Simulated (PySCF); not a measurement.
# What a change does: NMR shielding calculation on C3H7NSSi

System: C3H7NSSi.
Method of run 1: GIAO PBE0/pcSseg-1 NMR shielding, non-relativistic, gas phase (PySCF 2.14.0).

The geometry comes from this level: PBE0-D3(BJ)/def2-SVP. Text and figures count atoms from 1; the logs count them from 0 in places.

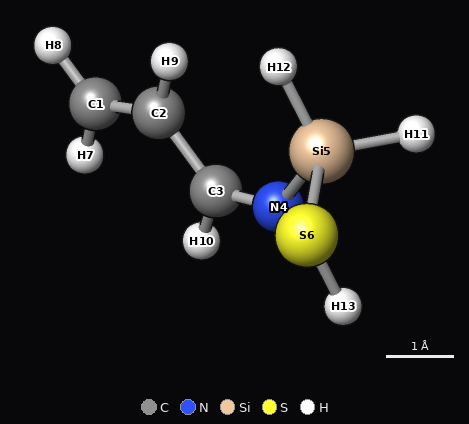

Figure 1. The structure as given in the input (ball-and-stick view, seen at a tilt; atoms are numbered from 1 in the order of the input). Bond lengths as drawn: C–C 1.34 to 1.47 Å, C–H 1.09 to 1.11 Å, C–N 1.27 Å, H–S 1.35 Å, H–Si 1.49 to 1.50 Å, N–Si 1.73 Å and S–Si 2.14 Å.

### The input, run 1
```
{"job": {"kind": "nmr", "xc": "PBE0", "basis": "pcSseg-1", "pop": false}, "charge": 0, "multiplicity": 1}
C      2.744771     0.058273     0.169030
C      1.437331    -0.203205     0.049448
C      0.548882     0.653421    -0.741280
N     -0.695379     0.504252    -0.940172
Si    -1.877576    -0.643883    -0.398077
S     -3.377938     0.426083     0.693731
H      3.190792     0.928073    -0.324937
H      3.410564    -0.577597     0.757165
H      0.993118    -1.073814     0.544036
H      1.056674     1.522918    -1.207814
H     -2.420716    -1.281832    -1.630216
H     -1.445824    -1.712100     0.560788
H     -3.552520     1.351554    -0.275828
```

The first line tells a small driver script what to run in PySCF; the rest is the geometry in Å.

Command:
```bash
OMP_NUM_THREADS=1 python <driver script> task.json out
```

Hardware: 1 CPU thread, shared host.

### Output (run 1)
```
coarse grid: 11912 points
cycle   1  E = -860.3633938102  dE =  5.244e-01  |g| = 4.387e-01  |ddm| = 3.318e+00
cycle   2  E = -860.3051020511  dE =  5.829e-02  |g| = 6.862e-01  |ddm| = 1.192e+00
cycle   3  E = -860.4079846009  dE = -1.029e-01  |g| = 1.385e-01  |ddm| = 7.910e-01
cycle   4  E = -860.4126226459  dE = -4.638e-03  |g| = 3.296e-02  |ddm| = 1.619e-01
cycle   5  E = -860.4128889008  dE = -2.663e-04  |g| = 9.239e-03  |ddm| = 4.733e-02
cycle   6  E = -860.4129080483  dE = -1.915e-05  |g| = 4.692e-03  |ddm| = 1.171e-02
cycle   7  E = -860.4129135398  dE = -5.492e-06  |g| = 7.299e-04  |ddm| = 3.915e-03
final grid: 105896 points
cycle   8  E = -860.4484612420  dE = -2.266e-05  |g| = 6.394e-03  |ddm| = 3.063e-02
cycle   9  E = -860.4484580394  dE =  3.203e-06  |g| = 7.283e-03  |ddm| = 1.449e-02
cycle  10  E = -860.4484711942  dE = -1.315e-05  |g| = 1.404e-03  |ddm| = 8.553e-03
cycle  11  E = -860.4484716787  dE = -4.846e-07  |g| = 2.487e-04  |ddm| = 1.492e-03
cycle  12  E = -860.4484716917  dE = -1.300e-08  |g| = 8.130e-05  |ddm| = 2.708e-04
cycle  13  E = -860.4484716932  dE = -1.459e-09  |g| = 3.351e-05  |ddm| = 7.845e-05
cycle  14  E = -860.4484716934  dE = -2.422e-10  |g| = 7.563e-06  |ddm| = 2.877e-05
converged SCF energy = -860.4484716934

GIAO shielding tensors (ppm)
atom      isotropic    diamagn.    paramagn.     s11        s22        s33       span
  0 C       43.760     254.262    -210.502    -76.664     42.949    164.996    241.660
  1 C       42.292     259.360    -217.069    -71.622     48.723    149.774    221.396
  2 C        7.129     250.399    -243.270    -79.842     -4.357    105.586    185.428
  3 N     -118.876     331.107    -449.983   -454.956   -149.865    248.192    703.148
  4 Si     390.585     880.359    -489.774    337.559    398.844    435.352     97.793
  5 S      720.940    1057.239    -336.299    608.920    695.730    858.171    249.250
  6 H       25.275      29.868      -4.593     21.672     25.324     28.829      7.157
  7 H       24.972      28.749      -3.777     22.118     24.932     27.867      5.749
  8 H       24.714      33.605      -8.891     21.158     22.692     30.293      9.135
  9 H       22.803      30.414      -7.611     20.659     22.896     24.855      4.197
 10 H       25.810      28.511      -2.702     22.487     24.039     30.904      8.417
 11 H       25.642      29.873      -4.231     21.783     24.519     30.625      8.842
 12 H       30.301      29.280       1.021     22.949     26.649     41.304     18.355
```

For run 2 the input was changed thus:
```diff
-"xc": "PBE0"
+"xc": "B97-2"
```

How does run 2 compare with run 1?

The total energies belong to different methods, so their difference says nothing on which is more stable or more accurate. The HOMO goes from −7.22 to −6.95 eV. Of all shieldings, the largest change is that of N4, by +9.3 ppm. The functional changes from PBE0 to B97-2. The SCF takes 13 iterations against 14.

### Output (run 2)
```
coarse grid: 11912 points
cycle   1  E = -860.8175443641  dE =  5.052e-01  |g| = 4.538e-01  |ddm| = 3.324e+00
cycle   2  E = -860.7437488267  dE =  7.380e-02  |g| = 7.365e-01  |ddm| = 1.281e+00
cycle   3  E = -860.8646914264  dE = -1.209e-01  |g| = 1.533e-01  |ddm| = 8.677e-01
cycle   4  E = -860.8705939648  dE = -5.903e-03  |g| = 3.070e-02  |ddm| = 1.769e-01
cycle   5  E = -860.8708156222  dE = -2.217e-04  |g| = 1.177e-02  |ddm| = 4.657e-02
cycle   6  E = -860.8708514415  dE = -3.582e-05  |g| = 4.213e-03  |ddm| = 1.332e-02
cycle   7  E = -860.8708558757  dE = -4.434e-06  |g| = 8.025e-04  |ddm| = 3.900e-03
final grid: 105896 points
cycle   8  E = -860.8973455292  dE = -4.158e-05  |g| = 3.290e-03  |ddm| = 2.866e-02
cycle   9  E = -860.8973452680  dE =  2.611e-07  |g| = 2.307e-03  |ddm| = 4.235e-03
cycle  10  E = -860.8973456246  dE = -3.566e-07  |g| = 1.917e-03  |ddm| = 4.018e-03
cycle  11  E = -860.8973464780  dE = -8.533e-07  |g| = 1.916e-04  |ddm| = 1.788e-03
cycle  12  E = -860.8973464875  dE = -9.526e-09  |g| = 4.993e-05  |ddm| = 2.112e-04
cycle  13  E = -860.8973464879  dE = -4.216e-10  |g| = 2.491e-05  |ddm| = 4.946e-05
converged SCF energy = -860.8973464879

GIAO shielding tensors (ppm)
atom      isotropic    diamagn.    paramagn.     s11        s22        s33       span
  0 C       46.576     254.122    -207.546    -70.452     46.215    163.965    234.417
  1 C       45.065     259.287    -214.222    -65.732     51.753    149.174    214.907
  2 C       10.497     250.556    -240.058    -75.249      1.104    105.637    180.887
  3 N     -109.619     331.110    -440.729   -434.533   -141.236    246.911    681.444
  4 Si     396.244     880.552    -484.309    344.449    404.655    439.628     95.179
  5 S      717.903    1057.705    -339.802    606.175    690.618    856.917    250.742
  6 H       25.450      30.026      -4.577     21.923     25.466     28.960      7.036
  7 H       25.167      28.875      -3.708     22.385     25.102     28.013      5.628
  8 H       24.890      33.867      -8.977     21.419     22.891     30.358      8.939
  9 H       22.967      30.617      -7.650     20.817     23.111     24.972      4.154
 10 H       26.025      28.680      -2.655     22.716     24.265     31.094      8.379
 11 H       25.862      30.147      -4.286     22.022     24.739     30.825      8.804
 12 H       30.486      29.432       1.054     23.162     26.907     41.389     18.227
```

### The two runs side by side

```csv
quantity,run 1,run 2
outcome,converged,converged
total energy (hartree),−860.448472,−860.897346
HOMO (eV),−7.22,−6.95
LUMO (eV),−1.92,−1.96
dipole moment (D),3.09,3.08
shielding of C1 (ppm),43.8,46.6
shielding of C2 (ppm),42.3,45.1
shielding of C3 (ppm),7.1,10.5
shielding of N4 (ppm),−118.9,−109.6
shielding of Si5 (ppm),390.6,396.2
shielding of S6 (ppm),720.9,717.9
shielding of H12 (ppm),25.6,25.9
SCF iterations,14,13
basis functions,151,151
wall time (shared host),13 s,13 s
```
